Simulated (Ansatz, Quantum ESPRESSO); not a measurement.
# SrLiH3 (Pm-3m): modes at Γ and the response to a field, part 2 of 3

Which modes does SrLiH3 (Pm-3m) have at the zone centre?

Quantum ESPRESSO 7.5; DFT PBE, scalar-relativistic, plane waves, JTH PAW pseudopotentials.

So far. Step 2 (A first look): A gap of 1.8 eV opens on this mesh, so the crystal is taken as an insulator; the start stands at 0.10 GPa. Step 4 (Ground state): The cell stands at 0 GPa, close enough for phonons. The relaxed cell has a = 4.638 Å (conventional setting).

## Step 5: Linear response at Γ

At q = 0 one unit cell holds all displacements; symmetry groups them into irreducible representations that are solved one by one. The response to a field gives ε∞ and the Born charges, which polar modes need.

Contents of ph.in:

```
phonons
 &inputph
    prefix='x',
    outdir='./tmp',
    fildyn='g.dyn',
    tr2_ph=1.0d-18,
    epsil=.true.,
 /
0.000000000 0.000000000 0.000000000
```

Started as:

```bash
OMP_NUM_THREADS=1 mpirun -n 4 ph.x -nk 4 -in ph.in > ph.out
```

Output:

```text
[banners, grids, parts of the stress and lines that vanish by symmetry left out]
[banner, memory and clock lines left out]
Program PHONON v.7.5

     ./tmp/x.save/

     file Li.upf: wavefunction(s)  1S 2S 0S 2P 0P renormalized
     file Sr.upf: wavefunction(s)  5S 0P 4D 0D renormalized
     file H.upf: wavefunction(s)  1S 0S 0P renormalized

     IMPORTANT: XC functional enforced from input :
     Exchange-correlation= PBE
                           (   1   4   3   4   0   0   0)
     Any further DFT definition will be discarded
     Please, verify this is what you really want

     G-vector sticks info

     Check: negative core charge=   -0.000003
     Reading collected, re-writing distributed wavefunctions in ./tmp/

     Number and degeneracy of irreps per q-point
       N         xq(1)         xq(2)         xq(3)   N irreps
       1   0.000000000   0.000000000   0.000000000       5
        3   3   3   3   3

     Calculation of q =    0.0000000   0.0000000   0.0000000

     phonons

     bravais-lattice index     =            1
     lattice parameter (alat)  =       8.7639  a.u.
     unit-cell volume          =     673.1084 (a.u.)^3
     number of atoms/cell      =            5
     number of atomic types    =            3
     kinetic-energy cut-off    =      50.0000  Ry
     charge density cut-off    =     250.0000  Ry
     convergence threshold     =      1.0E-18
     beta                      =       0.7000
     number of iterations used =            4
     Exchange-correlation= PBE
                           (   1   4   3   4   0   0   0)

     celldm(1)=    8.76385  celldm(2)=    0.00000  celldm(3)=    0.00000
     celldm(4)=    0.00000  celldm(5)=    0.00000  celldm(6)=    0.00000

     crystal axes: (cart. coord. in units of alat)
               a(1) = (  1.0000  0.0000  0.0000 )
               a(2) = (  0.0000  1.0000  0.0000 )
               a(3) = (  0.0000  0.0000  1.0000 )

     reciprocal axes: (cart. coord. in units 2 pi/alat)
               b(1) = (  1.0000  0.0000  0.0000 )
               b(2) = (  0.0000  1.0000  0.0000 )
               b(3) = (  0.0000  0.0000  1.0000 )

     Atoms inside the unit cell:

     Cartesian axes

     site n.  atom      mass           positions (alat units)
        1  Li      6.9400   tau(    1) = (    0.00000    0.00000    0.00000  )
        2  Sr     87.6200   tau(    2) = (    0.50000    0.50000    0.50000  )
        3  H       1.0080   tau(    3) = (    0.00000    0.50000    0.50000  )
        4  H       1.0080   tau(    4) = (    0.50000    0.00000    0.50000  )
        5  H       1.0080   tau(    5) = (    0.50000    0.50000    0.00000  )

     Computing dynamical matrix for
                    q = (   0.0000000   0.0000000   0.0000000 )

     49 Sym.Ops. (with q -> -q+G )

     G cutoff =  486.3739  (  45025 G-vectors)     FFT grid: ( 45, 45, 45)
     G cutoff =  389.0991  (  32231 G-vectors)  smooth grid: ( 40, 40, 40)
     number of k points=    20
                       cart. coord. in units 2pi/alat
        k(    1) = (   0.0000000   0.0000000   0.0000000), wk =   0.0092593
        k(    2) = (   0.0000000   0.0000000   0.1666667), wk =   0.0555556
        k(    3) = (   0.0000000   0.0000000   0.3333333), wk =   0.0555556
        [... further k-points left out ...]

     PseudoPot. # 1 for Li read from file:
     ./pseudo/Li.upf
     Pseudo is Projector augmented-wave + core cor, Zval =  3.0
     Shape of augmentation charge: BESSEL

     PseudoPot. # 2 for Sr read from file:
     ./pseudo/Sr.upf
     Pseudo is Projector augmented-wave + core cor, Zval = 10.0
     Shape of augmentation charge: SINC**2

     PseudoPot. # 3 for H  read from file:
     ./pseudo/H.upf
     Pseudo is Projector augmented-wave + core cor, Zval =  1.0
     Shape of augmentation charge: SINC**2

     Mode symmetry, O_h (m-3m)  point group:

     Electric field:
     Dielectric constant
     Born effective charges as d Force / d E

     Atomic displacements:
     There are    5 irreducible representations

     Representation     1      3 modes -  To be done

     Representation     2      3 modes -  To be done

     Representation     3      3 modes -  To be done

     Representation     4      3 modes -  To be done

     Representation     5      3 modes -  To be done

     Alpha used in Ewald sum =   2.5000

     Electric Fields Calculation

      thresh= 1.000E-02 alpha_mix =  0.700 |ddv_scf|^2 =  1.458E-07

      [... iterations left out ...]
      thresh= 1.258E-10 alpha_mix =  0.700 |ddv_scf|^2 =  3.442E-20

     End of electric fields calculation

          Dielectric constant in cartesian axis

          (       3.600922382       0.000000000       0.000000000 )
          (       0.000000000       3.600922382       0.000000000 )
          (       0.000000000       0.000000000       3.600922382 )

          Effective charges (d Force / dE) in cartesian axis without acoustic sum rule applied (asr)

           atom    1  Li    Mean Z*:        1.40941
      Ex  (        1.40941        0.00000        0.00000 )
      Ey  (        0.00000        1.40941        0.00000 )
      Ez  (        0.00000        0.00000        1.40941 )
           atom    2  Sr    Mean Z*:        1.61621
      Ex  (        1.61621        0.00000        0.00000 )
      Ey  (        0.00000        1.61621        0.00000 )
      Ez  (        0.00000        0.00000        1.61621 )
           atom    3  H     Mean Z*:       -1.01403
      Ex  (       -1.04519        0.00000        0.00000 )
      Ey  (        0.00000       -0.99844        0.00000 )
      Ez  (        0.00000        0.00000       -0.99844 )
           atom    4  H     Mean Z*:       -1.01403
      Ex  (       -0.99844        0.00000        0.00000 )
      Ey  (        0.00000       -1.04519        0.00000 )
      Ez  (        0.00000        0.00000       -0.99844 )
           atom    5  H     Mean Z*:       -1.01403
      Ex  (       -0.99844        0.00000        0.00000 )
      Ey  (        0.00000       -0.99844        0.00000 )
      Ez  (        0.00000        0.00000       -1.04519 )

          Effective charges Sum: Mean:       -0.01647
             -0.01647        0.00000        0.00000
              0.00000       -0.01647        0.00000
              0.00000        0.00000       -0.01647

          Effective charges (d Force / dE) in cartesian axis with asr applied:
           atom    1  Li    Mean Z*:        1.41270
      E*x (        1.41270        0.00000        0.00000 )
      E*y (        0.00000        1.41270        0.00000 )
      E*z (        0.00000        0.00000        1.41270 )
           atom    2  Sr    Mean Z*:        1.61950
      E*x (        1.61950        0.00000        0.00000 )
      E*y (        0.00000        1.61950        0.00000 )
      E*z (        0.00000        0.00000        1.61950 )
           atom    3  H     Mean Z*:       -1.01073
      E*x (       -1.04190        0.00000        0.00000 )
      E*y (        0.00000       -0.99515        0.00000 )
      E*z (        0.00000        0.00000       -0.99515 )
           atom    4  H     Mean Z*:       -1.01073
      E*x (       -0.99515        0.00000        0.00000 )
      E*y (        0.00000       -1.04190        0.00000 )
      E*z (        0.00000        0.00000       -0.99515 )
           atom    5  H     Mean Z*:       -1.01073
      E*x (       -0.99515        0.00000        0.00000 )
      E*y (        0.00000       -0.99515        0.00000 )
      E*z (        0.00000        0.00000       -1.04190 )

     Representation #   1 modes #   1   2   3

     Self-consistent Calculation

      thresh= 1.000E-02 alpha_mix =  0.700 |ddv_scf|^2 =  5.048E-09

      [... iterations left out ...]
      thresh= 1.873E-10 alpha_mix =  0.700 |ddv_scf|^2 =  3.425E-20

     End of self-consistent calculation

     Convergence has been achieved

     Representation #   2 modes #   4   5   6

     Self-consistent Calculation

      thresh= 1.000E-02 alpha_mix =  0.700 |ddv_scf|^2 =  3.966E-07

      [... iterations left out ...]
      thresh= 2.574E-10 alpha_mix =  0.700 |ddv_scf|^2 =  2.138E-19

     End of self-consistent calculation

     Convergence has been achieved

     Representation #   3 modes #   7   8   9

     Self-consistent Calculation

      thresh= 1.000E-02 alpha_mix =  0.700 |ddv_scf|^2 =  2.588E-08

      [... iterations left out ...]
      thresh= 6.465E-10 alpha_mix =  0.700 |ddv_scf|^2 =  8.141E-19

     End of self-consistent calculation

     Convergence has been achieved

     Representation #   4 modes #  10  11  12

     Self-consistent Calculation

      thresh= 1.000E-02 alpha_mix =  0.700 |ddv_scf|^2 =  5.904E-09

      [... iterations left out ...]
      thresh= 1.564E-10 alpha_mix =  0.700 |ddv_scf|^2 =  2.252E-20

     End of self-consistent calculation

     Convergence has been achieved

     Representation #   5 modes #  13  14  15

     Self-consistent Calculation

      thresh= 1.000E-02 alpha_mix =  0.700 |ddv_scf|^2 =  1.216E-09

      [... iterations left out ...]
      thresh= 1.128E-10 alpha_mix =  0.700 |ddv_scf|^2 =  4.517E-21

     End of self-consistent calculation

     Convergence has been achieved

     Number of q in the star =    1
     List of q in the star:
          1   0.000000000   0.000000000   0.000000000

          Dielectric constant in cartesian axis

          (       3.600922382       0.000000000       0.000000000 )
          (       0.000000000       3.600922382       0.000000000 )
          (       0.000000000       0.000000000       3.600922382 )

          Effective charges (d Force / dE) in cartesian axis without acoustic sum rule applied (asr)

           atom    1  Li    Mean Z*:        1.40941
      Ex  (        1.40941        0.00000        0.00000 )
      Ey  (        0.00000        1.40941        0.00000 )
      Ez  (        0.00000        0.00000        1.40941 )
           atom    2  Sr    Mean Z*:        1.61621
      Ex  (        1.61621        0.00000        0.00000 )
      Ey  (        0.00000        1.61621        0.00000 )
      Ez  (        0.00000        0.00000        1.61621 )
           atom    3  H     Mean Z*:       -1.01403
      Ex  (       -1.04519        0.00000        0.00000 )
      Ey  (        0.00000       -0.99844        0.00000 )
      Ez  (        0.00000        0.00000       -0.99844 )
           atom    4  H     Mean Z*:       -1.01403
      Ex  (       -0.99844        0.00000        0.00000 )
      Ey  (        0.00000       -1.04519        0.00000 )
      Ez  (        0.00000        0.00000       -0.99844 )
           atom    5  H     Mean Z*:       -1.01403
      Ex  (       -0.99844        0.00000        0.00000 )
      Ey  (        0.00000       -0.99844        0.00000 )
      Ez  (        0.00000        0.00000       -1.04519 )

          Effective charges Sum: Mean:       -0.01647
             -0.01647        0.00000        0.00000
              0.00000       -0.01647        0.00000
              0.00000        0.00000       -0.01647

          Effective charges (d Force / dE) in cartesian axis with asr applied:
           atom    1  Li    Mean Z*:        1.41270
      E*x (        1.41270        0.00000        0.00000 )
      E*y (        0.00000        1.41270        0.00000 )
      E*z (        0.00000        0.00000        1.41270 )
           atom    2  Sr    Mean Z*:        1.61950
      E*x (        1.61950        0.00000        0.00000 )
      E*y (        0.00000        1.61950        0.00000 )
      E*z (        0.00000        0.00000        1.61950 )
           atom    3  H     Mean Z*:       -1.01073
      E*x (       -1.04190        0.00000        0.00000 )
      E*y (        0.00000       -0.99515        0.00000 )
      E*z (        0.00000        0.00000       -0.99515 )
           atom    4  H     Mean Z*:       -1.01073
      E*x (       -0.99515        0.00000        0.00000 )
      E*y (        0.00000       -1.04190        0.00000 )
      E*z (        0.00000        0.00000       -0.99515 )
           atom    5  H     Mean Z*:       -1.01073
      E*x (       -0.99515        0.00000        0.00000 )
      E*y (        0.00000       -0.99515        0.00000 )
      E*z (        0.00000        0.00000       -1.04190 )

     Diagonalizing the dynamical matrix

     q = (    0.000000000   0.000000000   0.000000000 )

 **************************************************************************
     freq (    1) =     -12.107426 [THz] =    -403.860270 [cm-1]
     freq (    2) =     -12.107426 [THz] =    -403.860270 [cm-1]
     freq (    3) =     -12.107426 [THz] =    -403.860270 [cm-1]
     freq (    4) =     -11.909818 [THz] =    -397.268775 [cm-1]
     freq (    5) =     -11.909818 [THz] =    -397.268775 [cm-1]
     freq (    6) =     -11.909818 [THz] =    -397.268775 [cm-1]
     freq (    7) =      -0.277086 [THz] =      -9.242602 [cm-1]
     freq (    8) =      -0.277086 [THz] =      -9.242602 [cm-1]
     freq (    9) =      -0.277086 [THz] =      -9.242602 [cm-1]
     freq (   10) =       7.787376 [THz] =     259.758908 [cm-1]
     freq (   11) =       7.787376 [THz] =     259.758908 [cm-1]
     freq (   12) =       7.787376 [THz] =     259.758908 [cm-1]
     freq (   13) =      37.504109 [THz] =    1251.002408 [cm-1]
     freq (   14) =      37.504109 [THz] =    1251.002408 [cm-1]
     freq (   15) =      37.504109 [THz] =    1251.002408 [cm-1]
 **************************************************************************

     Mode symmetry, O_h (m-3m)  point group:

     freq (   1-   3) =       -403.9  [cm-1]   --> T_2u G_25  G_5-
     freq (   4-   6) =       -397.3  [cm-1]   --> T_1u G_15  G_4- I
     freq (   7-   9) =         -9.2  [cm-1]   --> T_1u G_15  G_4- I
     freq (  10-  12) =        259.8  [cm-1]   --> T_1u G_15  G_4- I
     freq (  13-  15) =       1251.0  [cm-1]   --> T_1u G_15  G_4- I
```

Run time: 5.3 min. Hardware: 4 MPI ranks of Arm Neoverse V1, shared host.

Numbers from this step:

```
miss of the charge sum rule                                       : 0.01645 e
largest acoustic frequency at the zone centre before the sum rule : -9.24 cm⁻¹
highest optical zone-centre mode (no LO-TO term)                  : 1251 cm⁻¹
lowest optical zone-centre mode                                   : -403.9 cm⁻¹
mean high-frequency dielectric constant                           : 3.601
largest Born charge in size (third of the trace)                  : 1.616 e
```

Born charge (rows field, columns displacement), before the sum rule (e), principal values of the symmetric part by kind of site:

```csv
atom,atoms with these values,low,middle,high,mean
Li1,1,1.41,1.41,1.41,1.41
Sr2,1,1.62,1.62,1.62,1.62
H3,3,-1.05,-1.00,-1.00,-1.01
```

In full for Sr2:

```
1.62 0.00 0.00
0.00 1.62 0.00
0.00 0.00 1.62
```

High-frequency dielectric tensor:

```
3.60 0.00 0.00
0.00 3.60 0.00
0.00 0.00 3.60
```

The acoustic modes at Γ come out as far as 9.2 cm⁻¹ from zero, where they should vanish, a small numerical error; the Born charges miss their sum rule by 0.016 e, which is good. The lowest optical mode is imaginary, 404i cm⁻¹, an instability at this level and on this k mesh.

## Step 6: Modes with the sum rule

A rigid shift of the crystal must cost nothing, but grids and finite bases break this; the acoustic sum rule is imposed before the matrix is diagonalised again. With Born charges the intensities follow; a static dielectric tensor has no meaning with imaginary modes.

Contents of dynmat.in:

```
 &input
    fildyn='g.dyn',
    asr='simple',
    fileig='dynmat.eig',
    lperm=.true.,
 /
```

Started as:

```bash
dynmat.x -in dynmat.in > dynmat.out
```

Output:

```text
[banner, memory and clock lines left out]
Program DYNMAT v.7.5

     Reading Dynamical Matrix from file g.dyn
     ...Force constants read
     ...epsilon and Z* read
     A direction for q was not specified:TO-LO splitting will be absent

     Polarizability (A^3 units)
     multiply by 0.535626 for Clausius-Mossotti correction
        20.644574    0.000000    0.000000
         0.000000   20.644574    0.000000
         0.000000    0.000000   20.644574

     IR activities are in (D/A)^2/amu units

# mode   [cm-1]    [THz]      IR
    1   -403.34  -12.0919    0.0000
    2   -403.34  -12.0919    0.0000
    3   -403.34  -12.0919    0.0000
    4   -396.63  -11.8906   49.0146
    5   -396.63  -11.8906   49.0146
    6   -396.63  -11.8906   49.0146
    7     -0.00   -0.0000    0.0000
    8      0.00    0.0000    0.0000
    9      0.00    0.0000    0.0000
   10    260.74    7.8167    6.1364
   11    260.74    7.8167    6.1364
   12    260.74    7.8167    6.1364
   13   1251.57   37.5211   22.3534
   14   1251.57   37.5211   22.3534
   15   1251.57   37.5211   22.3534

Electronic dielectric permittivity tensor (relative, adimensional)
         3.600922    0.000000    0.000000
         0.000000    3.600922    0.000000
         0.000000    0.000000    3.600922

 ... with zone-center polar mode contributions
         5.836107    0.000000   -0.000000
         0.000000    5.836107   -0.000000
        -0.000000   -0.000000    5.836107

[end of the log left out, with the tail of the file of modes that dynmat.x writes under the same name]
```

Wall time 0.45 s (1 thread).

Read from the output:

* highest optical zone-centre mode (no LO-TO term): 1252 cm⁻¹
* lowest optical zone-centre mode: -403.3 cm⁻¹

Unit eigenvectors of the mass-weighted matrix after the sum rule; no LO-TO term. Modes at Γ, with each element's share of the kinetic energy (negative means imaginary):

```csv
mode,frequency (cm⁻¹),Li %,Sr %,H %
1,-403.3,0,0,100
2,-403.3,0,0,100
3,-403.3,0,0,100
4,-396.6,39,0,61
5,-396.6,39,0,61
6,-396.6,39,0,61
7,0.0,7,90,3
8,0.0,7,90,3
9,0.0,7,90,3
10,260.7,54,9,37
11,260.7,54,9,37
12,260.7,54,9,37
13,1251.6,0,1,99
14,1251.6,0,1,99
15,1251.6,0,1,99
```

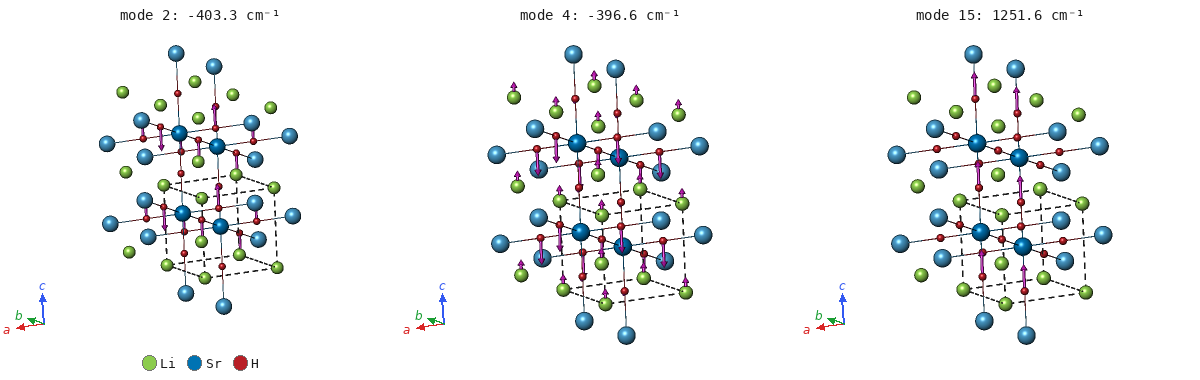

Displacement patterns of modes 2, 4 and 15 at Γ; arrows are exaggerated. 1×2×2 cells are drawn. Some periodic images of atoms are drawn too.

Degenerate modes summed, no LO-TO term; imaginary modes left out. Infrared lines, with heights relative to the strongest:

```csv
position (cm⁻¹),lines merged,label,"IR intensity, relative"
261,3,T1u,27
1252,3,T1u,100
```

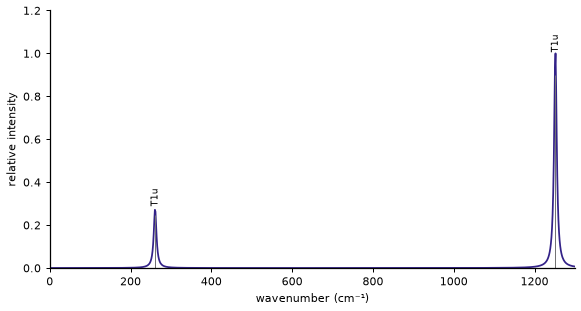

The infrared spectrum, broadened with Lorentzians of width 8 cm⁻¹; bars mark the lines.

The rule also moves an optical mode by 1.0 cm⁻¹.

## Step 7: Sum rules set otherwise: a sum rule for molecules or wires on a crystal

This rule also removes rotations, which suits molecules and not a crystal; it is tried to see the harm.

Contents of dynmat.in:

```
 &input
    fildyn='g.dyn',
    asr='zero-dim',
    fileig='dynmat.eig',
    lperm=.true.,
 /
```

Started as:

```bash
dynmat.x -in dynmat.in > dynmat.out
```

Output:

```text
[banner, memory and clock lines left out]
Program DYNMAT v.7.5

     Reading Dynamical Matrix from file g.dyn
     ...Force constants read
     ...epsilon and Z* read
     Acoustic Sum Rule: || Z*(ASR) - Z*(orig)|| =    6.344279E-01
     Acoustic Sum Rule: ||dyn(ASR) - dyn(orig)||=    5.970240E-02
     A direction for q was not specified:TO-LO splitting will be absent

     Polarizability (A^3 units)
     multiply by 0.535626 for Clausius-Mossotti correction
        20.644574    0.000000    0.000000
         0.000000   20.644574    0.000000
         0.000000    0.000000   20.644574

     IR activities are in (D/A)^2/amu units

# mode   [cm-1]    [THz]      IR
    1   -463.69  -13.9012   45.5932
    2   -463.69  -13.9012   45.5932
    3   -397.86  -11.9276   49.0307
    4    -82.07   -2.4605    8.5955
    5    -82.07   -2.4605    8.5955
    6     -0.00   -0.0000    0.0000
    7     -0.00   -0.0000    0.0000
    8      0.00    0.0000    0.0000
    9      0.00    0.0000    0.0000
   10      0.00    0.0000    0.0000
   11      0.00    0.0000    0.0000
   12    260.33    7.8046    6.1224
   13   1230.56   36.8913   18.0924
   14   1230.56   36.8913   18.0924
   15   1251.09   37.5068   22.3512

Electronic dielectric permittivity tensor (relative, adimensional)
         3.600922    0.000000    0.000000
         0.000000    3.600922    0.000000
         0.000000    0.000000    3.600922

 ... with zone-center polar mode contributions
         4.516896    0.660496    0.660496
         0.660496    4.516896    0.660496
         0.660496    0.660496    4.516896

[end of the log left out, with the tail of the file of modes that dynmat.x writes under the same name]
```

Wall time 0.46 s (1 thread).

The program raised no error, yet the settings are not those of a careful run.

The fault: a sum rule for molecules or wires on a crystal; 3 optical modes are projected out to zero frequency, as if they were rotations.

For a crystal the rule has to be 'simple' or 'crystal'.

Zone-centre frequencies as printed; negative means imaginary. Modes:

```csv
mode,frequency (cm⁻¹)
1,-463.7
2,-463.7
3,-397.9
4,-82.07
5,-82.07
6,0
7,0
8,0
9,0
10,0
11,0
12,260.3
13,1231
14,1231
15,1251
```

(Continued in part 3 of 3.)

[Host names and launcher messages were left out of these logs when they were recorded.]

[Logs are printed without paths, hosts, clocks, repeated set-up lines and the standing remarks that a program may print on its own settings, such as how far it seeks lower states.]

[Hosts, paths, dates, database ids (printed as entryN), source tags and the programs' standing remarks are cut or masked in the printed files.]
